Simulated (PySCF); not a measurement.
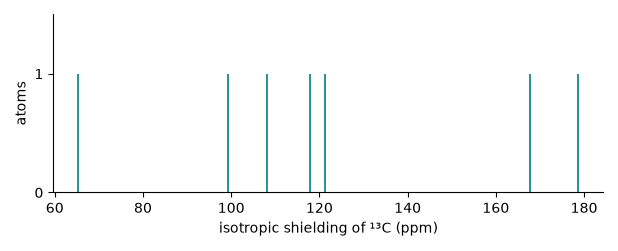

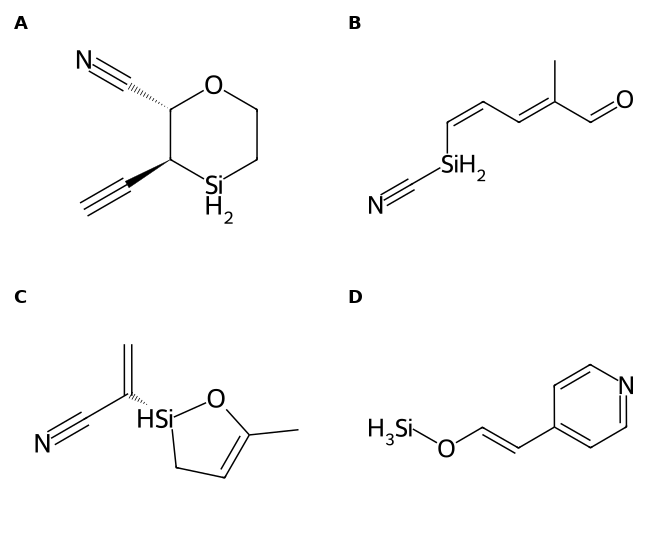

The sticks are computed shieldings of one of the molecules, for one fixed geometry (GFN2-xTB) without averaging over rotations. Low shielding means a high chemical shift. Method: GIAO PBE0/pcSseg-1 NMR shielding, non-relativistic, gas phase (PySCF 2.14.0).

**Which molecule gives this pattern?**

A, `C#C[C@@H]1[SiH2]CCO[C@H]1C#N`. Its 7 C atoms give lines at 65.3, 99.2, 108.2, 117.9, 121.2, 167.8, 178.7 ppm.

The geometry is semi-empirical. Around Si such bond lengths and angles can be off by a tenth of an ångström or more and by several degrees, and values that hang on the shape move with them.
